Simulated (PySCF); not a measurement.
# One shape, several levels: doublet CHFO+

Aim: a comparison of 6 runs (U-revPBE/def2-TZVPP, UB3LYP/def2-TZVPP, UBLYP/def2-TZVPP, UM06-L/def2-TZVPP, UPBE0/def2-TZVPP, USVWN5/def2-TZVPP) of doublet CHFO+. Input form: a Python script.

Program for the calculation: PySCF 2.14.0.

## (1) The molecule

CHFO+ has 4 atoms, charge +1, and is taken as a doublet. SMILES of the parent species: `O=CF`. The shape is that of a GFN2-xTB optimisation. That shape belongs to the parent species and isn't relaxed for this state.

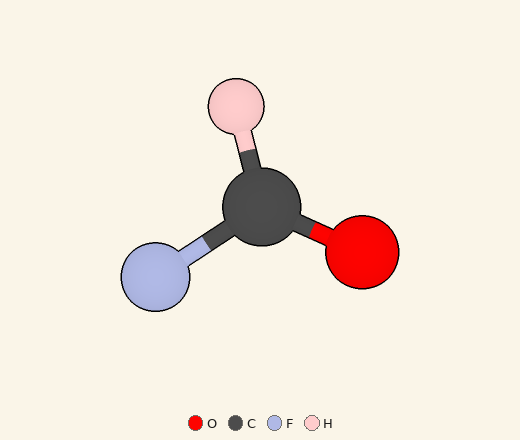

The structure, seen from a chosen angle (oxygen red, carbon dark grey, fluorine light blue, hydrogen pink).

## (2) A single-point energy at U-revPBE/def2-TZVPP (run 1)

File calc.py:

```python
from pyscf import gto, dft

molecule = gto.M(
    atom='''
O       -0.889680       0.196020       0.829980
C       -0.049740       0.073340       0.022930
F        0.584370      -1.090860      -0.181350
H        0.355050       0.821510      -0.671560
''',
    spin=1,
    max_memory=1860,
    charge=1,
    basis='def2-tzvpp',
    verbose=3,
)

mf = dft.UKS(molecule, xc='revpbe')
mf.grids.level = 5
mf.conv_tol = 1e-10
mf.kernel()
if not mf.converged:
    mf = mf.newton().run(mf.mo_coeff, mf.mo_occ)

e_final = mf.e_tot
print('E(%s) = %.9f' % ('REVPBE', e_final))
```

Run with:

```sh
$ OMP_NUM_THREADS=1 python calc.py
```

What it wrote:

```text
converged SCF energy = -213.348144128768  <S^2> = 0.75420853  2S+1 = 2.0042041
E(REVPBE) = -213.348144129
```

It took 20 s on 1 thread of Arm Neoverse V2, shared host; peak memory 0.55 GiB.

## (3) The energy at UB3LYP/def2-TZVPP (run 2)

File calc.py:

```python
from pyscf import gto, dft

mol = gto.Mole()
mol.atom = '''
O     -1.681252     0.370424     1.568435
C     -0.093995     0.138593     0.043331
F      1.104299    -2.061427    -0.342702
H      0.670947     1.552429    -1.269064
'''
mol.unit = 'bohr'
mol.max_memory = 1860
mol.spin = 1
mol.basis = 'def2-tzvpp'
mol.charge = 1
mol.verbose = 4
mol.build()

ks = dft.UKS(mol)
ks.xc = 'b3lyp'
ks.conv_tol = 1e-10
ks.grids.level = 5
ks.kernel()
if not ks.converged:
    ks = ks.newton().run(ks.mo_coeff, ks.mo_occ)

etot = ks.e_tot
print('E = %.10f Eh' % etot)
```

Run with:

```sh
$ OMP_NUM_THREADS=1 python calc.py
```

What it wrote:

```text
PySCF version 2.14.0

[INPUT] num. atoms = 4
[INPUT] num. electrons = 23
[INPUT] charge = 1
[INPUT] spin (= nelec alpha-beta = 2S) = 1
[INPUT] symmetry False subgroup None
[INPUT] Mole.unit = bohr
[INPUT] Symbol           X                Y                Z      unit          X                Y                Z       unit  Magmom
[INPUT]  1 O     -0.889680244214   0.196019939178   0.829980058809 AA   -1.681252000000   0.370424000000   1.568435000000 Bohr   0.0
[INPUT]  2 C     -0.049740011940   0.073340257193   0.022929777726 AA   -0.093995000000   0.138593000000   0.043331000000 Bohr   0.0
[INPUT]  3 F      0.584369864842  -1.090860190375  -0.181350088537 AA    1.104299000000  -2.061427000000  -0.342702000000 Bohr   0.0
[INPUT]  4 H      0.355049862135   0.821510048371  -0.671559747999 AA    0.670947000000   1.552429000000  -1.269064000000 Bohr   0.0

nuclear repulsion = 67.6421681777879
number of shells = 39
number of NR pGTOs = 154
number of NR cGTOs = 107
basis = def2-tzvpp
ecp = {}

[... 91 lines left out ...]
converged SCF energy = -213.403234056923  <S^2> = 0.75638404  2S+1 = 2.0063739
E = -213.4032340569 Eh
```

Wall time 26 s (1 thread of Arm Neoverse V2, shared host); peak memory 0.55 GiB.

Runs 3 to 5 aren't shown in full; the table further down has their settings and results.

## (4) A single-point energy at USVWN5/def2-TZVPP (run 6)

File input.py:

```python
from pyscf import gto, dft

molecule = gto.Mole()
molecule.atom = [
    ('O', (-0.889680, 0.196020, 0.829980)),
    ('C', (-0.049740, 0.073340, 0.022930)),
    ('F', (0.584370, -1.090860, -0.181350)),
    ('H', (0.355050, 0.821510, -0.671560)),
]
molecule.basis = 'def2-tzvpp'
molecule.spin = 1
molecule.verbose = 3
molecule.max_memory = 1860
molecule.charge = 1
molecule.build()

mf = dft.UKS(molecule)
mf.xc = 'svwn'
mf.conv_tol = 1e-10
mf.grids.level = 5
mf.kernel()
if not mf.converged:
    mf = mf.newton().run(mf.mo_coeff, mf.mo_occ)

e_tot = mf.e_tot
print(f'total energy: {e_tot:.8f} hartree')
```

Run with:

```sh
$ OMP_NUM_THREADS=1 python input.py
```

What it wrote:

```text
converged SCF energy = -211.88292760319  <S^2> = 0.75334832  2S+1 = 2.0033455
total energy: -211.88292760 hartree
```

Run time: 15 s. Hardware: 1 thread of Arm Neoverse V2, shared host; peak memory 0.37 GiB.

## (5) All runs side by side

```
run                level  energy (Eh)  HOMO energy (eV)  LUMO energy (eV)   ⟨S²⟩  wall time
  1  U-revPBE/def2-TZVPP  -213.348144            -18.46            -16.92  0.754       20 s
  2    UB3LYP/def2-TZVPP  -213.403234            -20.32            -15.94  0.756       26 s
  3     UBLYP/def2-TZVPP  -213.387128            -18.49            -16.99  0.754       21 s
  4    UM06-L/def2-TZVPP  -213.378781            -18.74            -16.52  0.757       54 s
  5     UPBE0/def2-TZVPP  -213.184369            -20.61            -15.42  0.757       25 s
  6    USVWN5/def2-TZVPP  -211.882928            -18.74            -17.54  0.753       15 s
```

## (6) What came out

```
                                 quantity          value
                      run 6: total energy  -211.88293 Eh
run 6: HOMO energy (highest over α and β)      -18.74 eV
 run 6: LUMO energy (lowest over α and β)      -17.54 eV
                              run 6: ⟨S²⟩          0.753
```

Totals of different functionals can't be ranked against each other. All runs together took 2.7 min, the longest 54 s.
